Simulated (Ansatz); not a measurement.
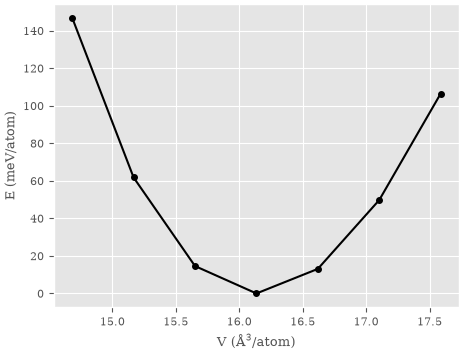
Figure: W (bcc (W type), Im-3m) under volume change, plane-wave PAW PBE (Ansatz code), scaled uniformly.

Problem. What does a third-order Birch–Murnaghan fit give for V₀, B₀ and B′?

Solution. V₀ = 16.14 Å³/atom, B₀ = 304 GPa, B′ = 4.3.

Symmetry was held in the PBE relaxation. The run is not spin-polarised. Spin–orbit coupling is left out wherever it is not named.

Potentials: the earlier of the program's two PAW sets.
